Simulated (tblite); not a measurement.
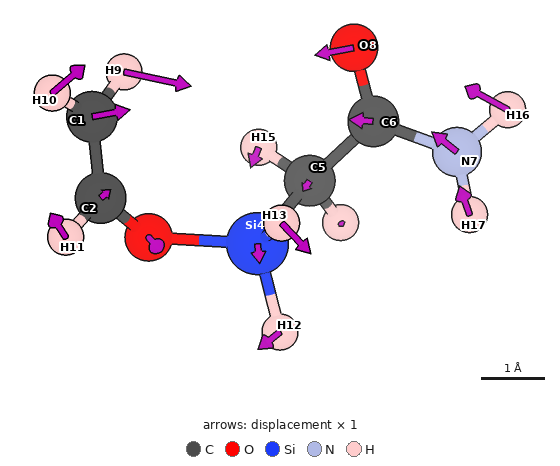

A relaxation of C$_{4}$H$_{9}$NO$_{2}$Si. The starting structure is drawn; purple arrows show the displacements, at their true length. The two geometries are superimposed by the best rigid fit.

Style: ball-and-stick. Shown at a tilt.

Theory: GFN2-xTB geometry optimisation, gas phase (tblite 0.8.0). 

Describe the change and its energy.

Over 184 geometry steps the energy falls by 1.112 eV. The largest move after the best rigid fit is that of an H atom, 1.15 Å. By element the largest moves are H 1.15 Å, O 0.66 Å, C 0.65 Å, N 0.55 Å, Si 0.35 Å. Near-neighbour distances that change, for instance: O–Si 1.754 → 1.616 Å, C–Si 1.844 → 1.923 Å, C–N 1.432 → 1.357 Å, H–N 1.066 → 1.006 Å. Among the angles between lasting bonds that change: C–O–Si 121.9° → 137.3°, O–Si–H 106.5° → 99.1°, O–C–H 117.2° → 110.9°. Groups turn about C–O by about 65°, O–Si by about 55°, C–N by about 30°. The run took 2.1 s on 1 thread of Arm Neoverse N1 (shared host).
